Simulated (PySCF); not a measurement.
# C₆H₇F: NMR shielding calculation

- system: C₆H₇F
- method: GIAO PBE0/pcSseg-1 NMR shielding, non-relativistic, gas phase (PySCF 2.14.0)

The geometry comes from this level: GFN2-xTB. Figures and captions count atoms from 1; the log counts them from 0 in places.

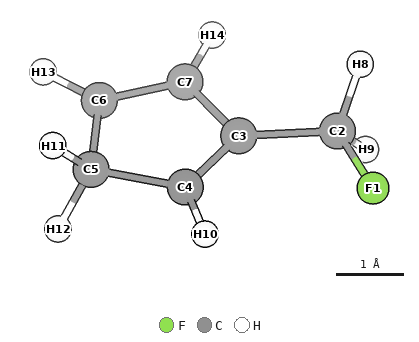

The structure as given in the input (ball-and-stick view, seen at a tilt; atoms are numbered from 1 in the order of the input).

Summary:

```csv
quantity,value
outcome,converged
total energy,−332.238093 hartree
HOMO,−6.45 eV
LUMO,−0.53 eV
dipole moment,1.78 D
"isotropic shielding, F",432.0 ppm
"isotropic shielding, C",35.3 to 141.5 ppm
"isotropic shielding, H",24.9 to 28.5 ppm
hardware,"1 CPU thread, shared host"
wall time,20 s
peak memory,0.73 GiB
```

Input file:
```
{"job": {"xc": "PBE0", "basis": "pcSseg-1", "kind": "nmr", "pop": true}, "charge": 0, "multiplicity": 1}
F     -2.716714    -0.942477    -0.141302
C     -2.043302     0.252388    -0.211402
C     -0.571226     0.064527    -0.060584
C      0.107348    -1.077543     0.127761
C      1.565971    -0.778884     0.224708
C      1.609915     0.704465     0.063993
C      0.367573     1.173739    -0.100565
H     -2.287937     0.697364    -1.184741
H     -2.443972     0.889140     0.588166
H     -0.303605    -2.066565     0.201898
H      2.136536    -1.287924    -0.554953
H      1.982465    -1.096383     1.182910
H      2.523440     1.269508     0.083879
H      0.072831     2.198173    -0.241934
```

The first line tells a small driver script what to run in PySCF; the rest is the geometry in Å.

Run as:
```bash
OMP_NUM_THREADS=1 python <driver script> task.json out
```

Log:
```
coarse grid: 11944 points
cycle   1  E = -332.1307356202  dE =  1.092e+00  |g| = 5.327e-01  |ddm| = 3.430e+00
cycle   2  E = -332.1015538602  dE =  2.918e-02  |g| = 6.995e-01  |ddm| = 1.119e+00
cycle   3  E = -332.1879326302  dE = -8.638e-02  |g| = 7.382e-02  |ddm| = 6.388e-01
cycle   4  E = -332.1886729190  dE = -7.403e-04  |g| = 4.535e-02  |ddm| = 1.047e-01
cycle   5  E = -332.1891715711  dE = -4.987e-04  |g| = 1.034e-02  |ddm| = 5.024e-02
cycle   6  E = -332.1891942840  dE = -2.271e-05  |g| = 3.783e-03  |ddm| = 1.094e-02
cycle   7  E = -332.1891974186  dE = -3.135e-06  |g| = 6.641e-04  |ddm| = 3.538e-03
final grid: 116456 points
cycle   8  E = -332.2380782456  dE = -3.571e-05  |g| = 7.638e-03  |ddm| = 3.583e-02
cycle   9  E = -332.2380728966  dE =  5.349e-06  |g| = 9.483e-03  |ddm| = 1.604e-02
cycle  10  E = -332.2380926300  dE = -1.973e-05  |g| = 1.003e-03  |ddm| = 8.721e-03
cycle  11  E = -332.2380927925  dE = -1.626e-07  |g| = 2.656e-04  |ddm| = 1.065e-03
cycle  12  E = -332.2380928038  dE = -1.126e-08  |g| = 1.160e-04  |ddm| = 2.965e-04
cycle  13  E = -332.2380928070  dE = -3.240e-09  |g| = 2.705e-05  |ddm| = 1.243e-04
cycle  14  E = -332.2380928072  dE = -1.570e-10  |g| = 9.075e-06  |ddm| = 3.310e-05
```

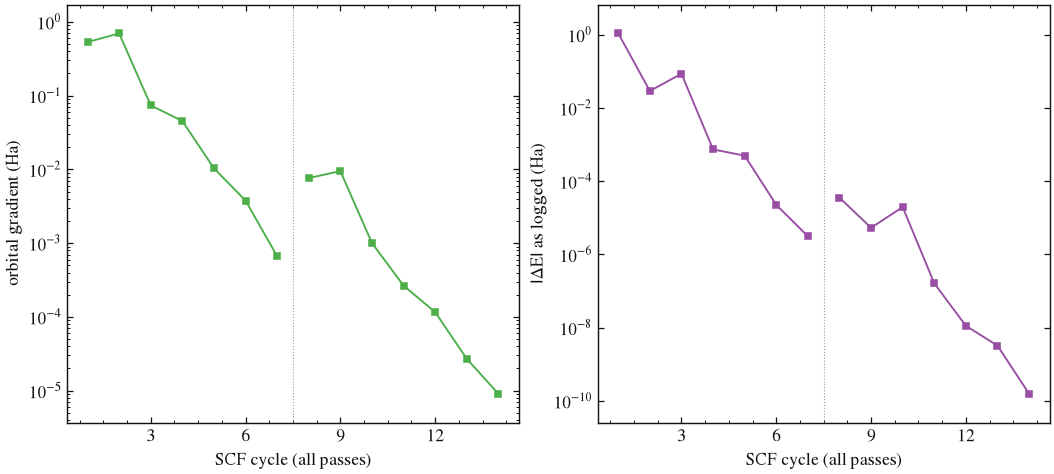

Convergence of the self-consistent field: orbital gradient and size of the energy change against the SCF cycle. The dotted line marks the change from a coarse to the final integration grid. The first 7 cycles use a coarse grid, the final grid takes over at cycle 8, and the field converges after 14 cycles in all.

```
converged SCF energy = -332.2380928072

GIAO shielding tensors (ppm)
atom      isotropic    diamagn.    paramagn.     s11        s22        s33       span
  0 F      431.994     470.783     -38.789    416.372    416.766    462.844     46.472
  1 C      100.895     237.000    -136.105     68.348     80.582    153.754     85.406
  2 C       35.272     262.626    -227.355    -62.271     43.412    124.674    186.945
  3 C       53.229     250.112    -196.883    -43.768     43.666    159.788    203.557
  4 C      141.451     251.211    -109.761    130.205    141.470    152.677     22.472
  5 C       43.202     255.245    -212.043    -62.346     37.992    153.960    216.306
  6 C       50.822     251.216    -200.394    -52.595     57.404    147.657    200.251
  7 H       26.006      26.863      -0.857     21.354     26.724     29.939      8.585
  8 H       26.006      26.865      -0.860     21.361     26.727     29.930      8.569
  9 H       25.079      32.591      -7.512     23.023     24.253     27.961      4.938
 10 H       28.544      28.955      -0.412     24.028     26.587     35.016     10.987
 11 H       28.543      28.962      -0.419     24.025     26.594     35.010     10.985
 12 H       24.917      31.113      -6.196     23.807     24.958     25.987      2.180
 13 H       25.202      32.045      -6.843     23.719     24.371     27.514      3.795
```

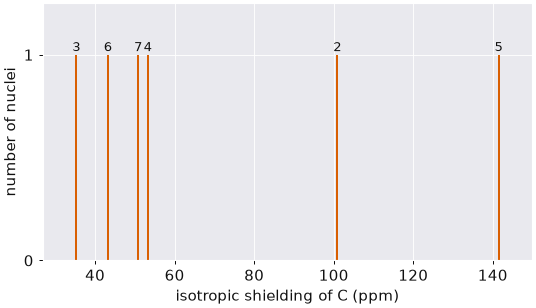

Isotropic shieldings of the carbon nuclei in this fixed geometry, labelled by atom number; shielding grows to the right, so chemical shift grows to the left. The least shielded is C3 (35.3 ppm), the most shielded C5 (141.5 ppm).

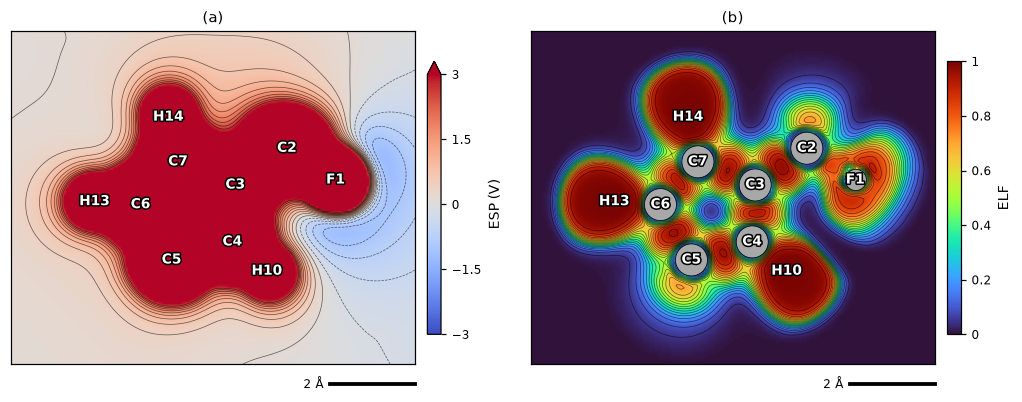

(a) molecular electrostatic potential; (b) ELF on the plane of atoms C3, C7 and H14. Grey discs, where drawn, cover atomic cores. The section cuts through F, C and H sites. C–C (1.34 Å): the ELF peaks at about 0.95 between the atoms (a double or triple bond). C–F (1.37 Å): the ELF peaks at about 0.85 between the atoms (a polar covalent bond). C–H (1.07 Å): the ELF climbs to about 1 towards the hydrogen, as it does in any bond to H (a covalent bond by its length). C–C (1.45 Å): the ELF peaks at about 0.95 between the atoms, which marks a shared electron pair.

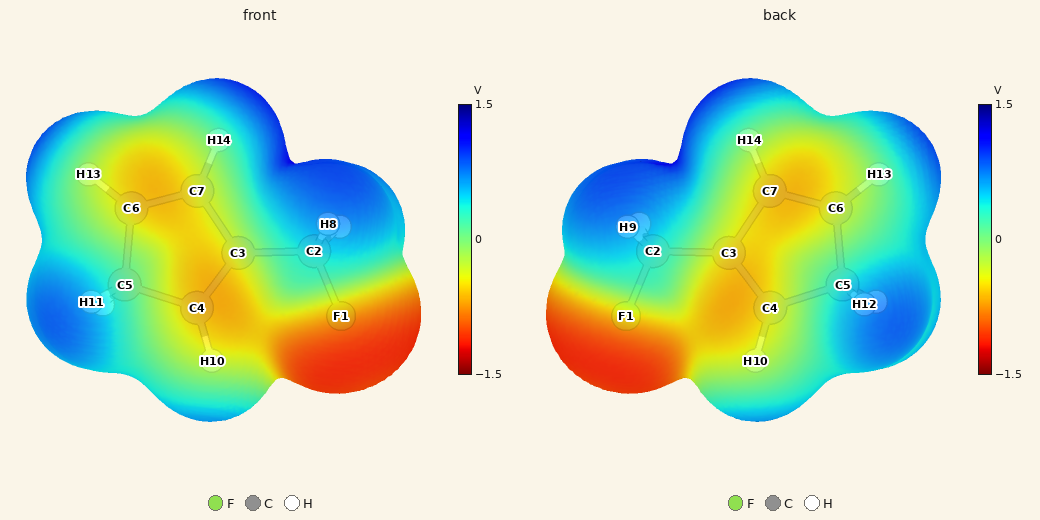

The electrostatic potential painted on the density surface at 0.002 e/bohr³, seen face on and from behind; red is negative and blue positive.
